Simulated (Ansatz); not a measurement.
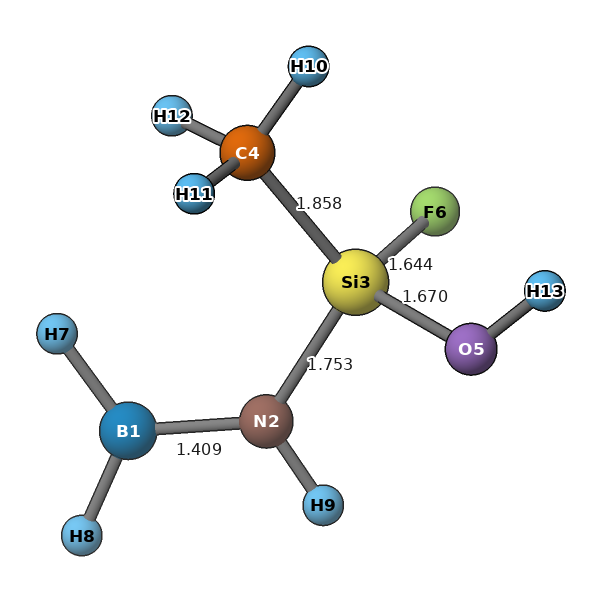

The numbers beside the sticks are distances in Å. Sticks don't show bond order. The geometry was computed by an optimisation with PBE-D4/def2-SVP. No frequency run is at hand to confirm it as a minimum.

Which of the marked bonds are single, double, triple or aromatic?

B1–N2 single; N2–Si3 single; Si3–C4 single; Si3–O5 single; Si3–F6 single.

Write the SMILES.

BN[Si@@](C)(O)F
